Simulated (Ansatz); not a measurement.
# VBiO4 (I4_1/a): G0W0 under other settings

Aim: change settings of a G0W0 run on VBiO4 (I4_1/a) and see what moves.

Program: Ansatz 0.2.0. Level of theory: G0W0 on PBE, plane waves, PAW; PAW set soft_1. Results are calculated unless marked as measured.

## (1) The structure

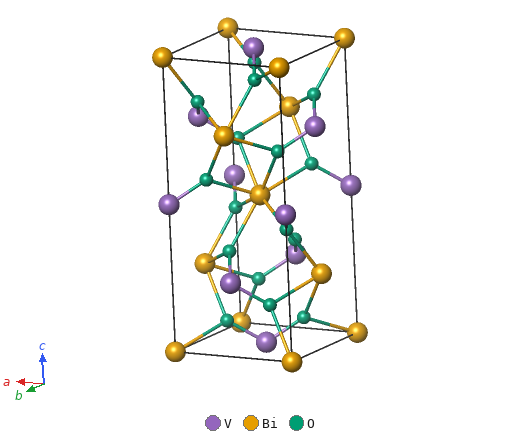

The starting structure, seen from a free direction (vanadium purple, bismuth orange, oxygen teal). This picture shows the conventional cell, with its axes. Some periodic images of atoms are drawn too.

The cell and positions are those that the Materials Project relaxed with its own functionals (PBE, PBE+U or r2SCAN), kept fixed. Spin-orbit coupling is left out unless a step names it.

## (2) The base run: 4×4×4 mesh, 387 empty bands, screening to 108 eV, PAW set soft_1 files

Now the one-shot GW correction: screening in the RPA, then the self-energy of the levels asked for. This step takes PAW set soft_1 files.

input.yaml

```yaml
crystal:
  lattice:
    - [-2.56105292, 2.56105292, 5.7960647]
    - [2.56105292, -2.56105292, 5.7960647]
    - [2.56105292, 2.56105292, -5.7960647]
  atoms:
    - { symbol: V, position: [0.5, 0.5, 0.0] }
    - { symbol: V, position: [0.25, 0.75, 0.5] }
    - { symbol: Bi, position: [0.0, 0.0, 0.0] }
    - { symbol: Bi, position: [0.75, 0.25, 0.5] }
    - { symbol: O, position: [0.17085109, 0.56190276, 0.89100626] }
    - { symbol: O, position: [0.31190276, 0.9208965, 0.89105167] }
    - { symbol: O, position: [0.02984483, 0.42085109, 0.10894833] }
    - { symbol: O, position: [0.6708965, 0.27984483, 0.10899374] }
    - { symbol: O, position: [0.0791035, 0.97015517, 0.39100626] }
    - { symbol: O, position: [0.72015517, 0.82914891, 0.39105167] }
    - { symbol: O, position: [0.57914891, 0.68809724, 0.60899374] }
    - { symbol: O, position: [0.43809724, 0.3291035, 0.60894833] }
kpoints:
  mp_grid: { grid: [4, 4, 4] }
hamiltonian:
  xc: pbe
  pseudopotentials: { kind: paw, azcp: { folder: soft_1 } }
scf:
  occupations: { method: fixed }
gw:
  n_empty_bands: 387
  ecut_chi: 108
  qp_bands: [v4, c4]
  qp_kpoints: band_edges
  screening: { model: contour_deformation }
```

Launch:

```console
ansatz run input.yaml --threads 2 --pin off --max-ram 92160MiB --backend cuda --events-out ev --progress --plain --runs-dir out --devices 1 --max-vram 13GiB
```

Numbers of over 12 decimals in the logs are rounded to 6 here.

The log of the run:

```text
GPUs: using 1 of 1 available (devices: 1).
Engine: ansatz 0.2.0, x86_64-unknown-linux-gnu
Pseudopotentials: kind: paw
Pseudopotential: V, paw, valence charge 13, recommended cutoff 420 eV (normal), soft_1/V.paw.azcp
Pseudopotential: Bi, paw, valence charge 15, recommended cutoff 420 eV (normal), soft_1/Bi.paw.azcp
Pseudopotential: O, paw, valence charge 6, recommended cutoff 420 eV (normal), soft_1/O.paw.azcp
Functional definition: PBE
  parameter kappa = 0.804
  parameter beta = 0.066725
  exchange = pbe_x(kappa = kappa, mu = beta*pi^2/3)
  correlation = pbe_c(beta = beta)
device memory: the entry about to start is reckoned to put 3.0 GiB on a device that reports 36.7 GiB free (of which the cap on the GPU budget leaves the run 13.0 GiB)
GPU FFT provider: cuFFT
GPU libraries: cuBLAS 13.8.2, cuFFT 12.4.0, cuSOLVER 12.3.4
Crystal: 12 atoms, lattice volume = 152.065 Å³
Basis set: ecut = 420 eV, 2995 PW (Γ)
Bands: 64, of which v1, the nominal top of the filled ones, is band 52 counted from 1 (51 counted from 0)
Symmetry: 8 space group operations
Space group: I41/a (ITA 88), of the structure as read, at distance tolerance 5.3e-5 Å
k-points: 14 of 64
Non-local potential: V, projectors of the file, l = 0: 3, l = 1: 2, l = 2: 3, l = 3: 1
Non-local potential: Bi, projectors of the file, l = 0: 2, l = 1: 2, l = 2: 2, l = 3: 1
Non-local potential: O, projectors of the file, l = 0: 2, l = 1: 2, l = 2: 1
PAW form: soft (Blöchl's): semilocal exchange-correlation on the pseudo side does not see the compensation charge
PAW one-centre angular grid: V, 590 points (default); XC on 64 Gauss nodes
PAW one-centre angular grid: Bi, 590 points (default); XC on 64 Gauss nodes
PAW one-centre angular grid: O, 110 points (default); XC on 64 Gauss nodes
Initial density: superposition of atomic densities (chi_scale 0.1, normalization cell, long waves kept (reshape's long-wave potential 0.01 eV rms))
Initial wavefunctions: pseudopotential atomic-orbital guess
GPU buffer pool allocated for 110592 grid points (all kernels)
GPU transforms: local potential and band sums: pruned to the plane-wave sphere, on 45×45×45
Functional: x = pbe(κ = 0.804, μ = 0.219515), c = pbe(β = 0.066725)
SCF iter   1: F=—  HF=-35169.242722 eV  |F-HF|=—  |Δ(HF+E_count)|=         —  Δρ=7.90e-2  dr2=1.66e1  ethr=3.10e-3  ⟨swp⟩=4.0  Hψ=2631  notcnv=0  defer=110
preconditioner: auto → Resta (q_TF=auto, 2.561 Å⁻¹)  ε∞=5.5  [insulator: Δε(μ)=1.398 eV  Ē_g=13.342 eV  n_scr=36 (ndim 8)  ℏωp=28.2 eV  f_vac=0.000  ε∞_Penn≈5.5]
SCF iter   2: F=—  HF=-35167.738403 eV  |F-HF|=—  |Δ(HF+E_count)|=    1.50e0  Δρ=7.33e-2  dr2=8.02e0  ethr=3.10e-3  ⟨swp⟩=3.0  Hψ=2186  notcnv=0  defer=122
[...]
NSCF: frozen V_eff on 1 k-points
SCF converged after 10 iterations
Free energy (F): -35166.499152 eV
Harris-Foulkes:  -35166.499152 eV  (|F-HF|=1.86e-8)
Internal energy: -35166.499152 eV  (E = F + TS)
E sigma→0 (E₀):  -35166.499152 eV
Fermi energy:    8.798492 eV
--- Per-component energies (eV) ---
  E_band       = -668.444450
  E_kinetic    = 2434.352175
  E_local      = -7668.920680  (includes V_loc(G=0)·N_el)
  E_nonlocal   = 1393.957771
  E_hartree    = 2898.160599
  E_xc         = -1109.836961
  E_vxc        = -1287.635002  (∫ρ·V_xc dr)
  E_paw        = -24863.627770  (= ΣΔE_a)
  E_vpaw       = -1336.521285  (= ΣTr[D̂ρ^β])
  E_aug_tail   = 0.008582  (compensation charges beyond the density's cutoff)
  E_ewald      = -8250.592868
  E_smearing   = -0.000000  (= −TS)
  E_closure    = -0.000000  (closes the sum)
  Σ components = -35166.499152   (vs F -35166.499152, Δ=0.00e0)
--- Band table (eV; the first three rows and the last of 14) ---
  k-point 0: bands = [... 48 lower, 7.8973, 8.1675, 8.1675, 8.3826, 11.2350, 11.6956, 11.9455, 12.2137, ... 8 higher]
  k-point 1: bands = [... 48 lower, 7.7335, 7.8526, 8.2473, 8.7475, 11.4027, 11.4819, 11.5959, 11.9156, ... 8 higher]
  k-point 2: bands = [... 48 lower, 7.9235, 7.9235, 8.5614, 8.5614, 11.6199, 11.6199, 11.8655, 11.8655, ... 8 higher]
  k-point 13: bands = [... 48 lower, 7.8879, 7.8879, 8.1049, 8.1049, 11.7739, 11.7739, 11.8534, 11.8534, ... 8 higher]
--- G₀W₀: contour deformation, 6 samples at zero and on the imaginary axis and 1 off it, 64 q-points, 387 empty bands' worth ---
  eigenvalues of the whole cell's RPA ε∞ on this k-mesh (on a slab, of 1 + 4πα/V) = 6.0940, 7.3005, 7.3005; static W/v taken at q = 0 is 0.143586
  bands read: the sum over 439 bands ends inside a degenerate multiplet in 4 slots, whose members it reads at an even weight; the widest, k=2: bands 439 to 440 (counted from 1) at 1/2 each
  gw.qp_kpoints: band_edges: 14 of 14 stored k-points solved, in 1 pass; an edge of the gap read off the rows below is read off those points alone
    ik  band        ε_KS         Σx   Σc(E_QP)       V_xc       Z   E_QP_lin       E_QP  E_QP is
     0    49      7.8973   -23.7982     3.3223   -20.3640  0.7235     7.7851     7.7854  root
     0    50      8.1675   -25.6311     4.8488   -20.5799  0.7090     7.9642     7.9651  root
     0    51      8.1675   -25.6311     4.8488   -20.5799  0.7090     7.9642     7.9651  root
     0    52      8.3826   -25.8368     4.3503   -21.3616  0.7211     8.2574     8.2577  root
     0    53     11.2350   -15.9519    -5.8536   -23.0568  0.7212    12.5224    12.4863  root
     0    54     11.6956   -16.6054    -5.8619   -23.7569  0.7152    13.0273    12.9852  root
     0    55     11.9455   -17.2094    -6.3735   -24.8968  0.6841    13.3265    13.2594  root
     0    56     12.2137   -17.4396    -6.2500   -24.9346  0.6829    13.5311    13.4587  root
[...]
13    53     11.7739   -17.0069    -6.2303   -24.5359  0.6937    13.1296    13.0726  root
    13    54     11.7739   -17.0069    -6.2303   -24.5359  0.6937    13.1296    13.0726  root
    13    55     11.8534   -16.8140    -6.1328   -24.2603  0.7019    13.2183    13.1669  root
    13    56     11.8534   -16.8140    -6.1328   -24.2603  0.7019    13.2183    13.1669  root
```

Run time: 55 s. Hardware: 1 × NVIDIA H100 80GB HBM3 (shared by 6 runs) with 2 threads of AMD EPYC 7R13 (Zen 3), shared host; peak memory 1.8 GiB; 89 s of CPU time.

Reading the cycles: dr2 is the Hartree energy of the density residual (eV), the measure of convergence; HF is the Harris–Foulkes estimate of the energy, which meets the free energy F at convergence.

Numbers from this step:

* bands summed: 439
* RPA ε∞ on this mesh (eigenvalues): 6.094, 7.300, 7.300
* plane waves in the screening matrix: 405
* q-points in the mesh: 64
* G0W0 gap on the mesh: 3.492 eV
* k of the valence top: 0, 0.25, 0.25
* k of the conduction bottom: 0, -0.5, 0
* starting gap on the mesh: 2.217 eV
* Z at the valence top: 0.7366
* Z at the conduction bottom: 0.7183
* least direct G0W0 gap on the computed points: 3.493 eV

The gap on the mesh goes from 2.22 eV to 3.49 eV, a correction of +1.28 eV. Between the two edge states, bare exchange in place of the xc potential would open the gap by 10.53 eV, and correlation takes back 9.26 eV.

## (3) Variant: low screening cutoff

input.yaml: that of step 2 with these lines changed.

```diff
@@ -26,4 +26,4 @@
 gw:
-  n_empty_bands: 387
-  ecut_chi: 108
+  n_empty_bands: 453
+  ecut_chi: 40
   qp_bands: [v4, c4]
```

The log of the run:

```text
GPUs: using 1 of 1 available (devices: 1).
[...]
GPU FFT provider: cuFFT
GPU libraries: cuBLAS 13.8.2, cuFFT 12.4.0, cuSOLVER 12.3.4
Crystal: 12 atoms, lattice volume = 152.065 Å³
Basis set: ecut = 420 eV, 2995 PW (Γ)
Bands: 64, of which v1, the nominal top of the filled ones, is band 52 counted from 1 (51 counted from 0)
[... 1 set-up line as in the run before ...]
[...]
k-points: 14 of 64
[...]
GPU buffer pool allocated for 110592 grid points (all kernels)
[...]
SCF iter   1: F=—  HF=-35169.242722 eV  |F-HF|=—  |Δ(HF+E_count)|=         —  Δρ=7.90e-2  dr2=1.66e1  ethr=3.10e-3  ⟨swp⟩=4.0  Hψ=2631  notcnv=0  defer=110
[...]
SCF iter  10: F=-35166.499152 eV  HF=-35166.499152 eV  |F-HF|=1.86e-8  |Δ(HF+E_count)|=   2.33e-7  Δρ=4.03e-6  dr2=2.95e-8  ethr=9.62e-11  ⟨swp⟩=9.2  Hψ=3044  notcnv=0
SCF 1 converged in 10 iterations: F = -35166.499152 eV  dr2 = 2.95e-8
[...]
NSCF: frozen V_eff on 14 k-points
[...]
G₀W₀ screening: q 1/14
[... further progress lines ...]
[...]
SCF converged after 10 iterations
Free energy (F): -35166.499152 eV
[...]
Internal energy: -35166.499152 eV  (E = F + TS)
E sigma→0 (E₀):  -35166.499152 eV
Fermi energy:    8.798492 eV
[...]
--- Band table (eV; the first three rows and the last of 14) ---
  k-point 0: bands = [... 48 lower, 7.8973, 8.1675, 8.1675, 8.3826, 11.2350, 11.6956, 11.9455, 12.2137, ... 8 higher]
  k-point 1: bands = [... 48 lower, 7.7335, 7.8526, 8.2473, 8.7475, 11.4027, 11.4819, 11.5959, 11.9156, ... 8 higher]
[...]
0    54     11.6956   -16.6054    -5.5144   -23.7569  0.7297    13.4108    13.3327  root
     0    55     11.9455   -17.2094    -6.0075   -24.8968  0.7024    13.7480    13.6253  root ?
     0    56     12.2137   -17.4396    -5.8708   -24.9346  0.7014    13.9526    13.8379  root ?
     1    49      7.7335   -25.2343     4.8611   -20.1320  0.7172     7.4909     7.4923  root
     1    50      7.8526   -25.5543     4.9374   -20.3896  0.7186     7.6241     7.6253  root
[...]
1    56     11.9156   -16.9741    -5.7358   -24.3645  0.7143    13.6705    13.5702  root ?
[...]
4    56     11.8595   -16.8502    -5.7874   -24.2983  0.7140    13.6209    13.5201  root ?
[...]
7    56     12.0222   -17.0595    -5.7426   -24.4635  0.7131    13.7857    13.6837  root ?
[...]
9    55     11.8455   -17.0179    -5.9790   -24.6788  0.7071    13.6424    13.5274  root ?
     9    56     12.2106   -17.3808    -5.9479   -25.0006  0.7034    14.0013    13.8825  root ?
[...]
10    56     12.0122   -17.0528    -5.8225   -24.5507  0.7124    13.7920    13.6876  root ?
[...]
12    54     11.6983   -16.8465    -5.7860   -24.2806  0.7134    13.4464    13.3464  root ?
    12    55     11.9007   -16.9267    -5.9153   -24.5381  0.7125    13.7030    13.5967  root ?
[...]
13    51      8.1049   -25.6322     4.8052   -20.6261  0.7217     7.9031     7.9040  root
    13    52      8.1049   -25.6322     4.8052   -20.6261  0.7217     7.9031     7.9040  root
    13    53     11.7739   -17.0069    -5.8635   -24.5359  0.7111    13.5481    13.4393  root ?
    13    54     11.7739   -17.0069    -5.8635   -24.5359  0.7111    13.5481    13.4393  root ?
    13    55     11.8534   -16.8140    -5.7822   -24.2603  0.7171    13.6144    13.5175  root
    13    56     11.8534   -16.8140    -5.7822   -24.2603  0.7171    13.6144    13.5175  root
```

It took 52 s on 1 × NVIDIA H100 80GB HBM3 (shared by 6 runs) with 2 threads; peak memory 1.7 GiB.

Against the base:

```
              setting  base  variant
          empty bands   387      453
screening cutoff (eV)   108       40
```

```
                                    quantity  variant   base
                    starting gap on the mesh    2.217  2.217
                        G0W0 gap on the mesh    3.782  3.492
least direct G0W0 gap on the computed points    3.783  3.493
                        Z at the valence top    0.751  0.737
                  Z at the conduction bottom    0.733  0.718
```

## (4) Outcome

| Quantity | Value |
| --- | --- |
| base | 3.49 eV, 55 s |
| low screening cutoff | 3.78 eV, 52 s |

Low screening cutoff: the gap moves by +0.29 eV; such settings are too crude to quote. The variant differs from the base in empty bands and screening cutoff together, so the change can't be laid to one of them. All runs here use a coarse mesh and modest cutoffs; they test settings and are not final values. Where an edge is built on 6p states of lead, bismuth or thallium, scalar-relativistic gaps usually stand too wide, by a few tenths to over one eV. The runs have no spin polarisation. For a closed low-spin shell that is the natural state; where a d or f shell is open it is a constraint, and the gap is then not the crystal's own. With d states at the gap, one-shot GW leans hard on its start. The many-body steps are scalar-relativistic: spin-orbit coupling is not in them.

[Paths, hosts, dates, memory and timing lines, banners, echoed tables and standing remarks are left out of the program output.]

[Logs are printed without paths, hosts, clocks, repeated set-up lines and the standing remarks that a program may print on its own settings, such as how far it seeks lower states.]

[Runs of the session that timed out or met a known fault of the program may be left out.]

[Cells called generated may have been cut or substituted from an entry of the Crystallography Open Database or the Materials Project.]

[Hosts, paths, dates, database ids (printed as entryN), source tags and the programs' standing remarks are cut or masked in the printed files.]
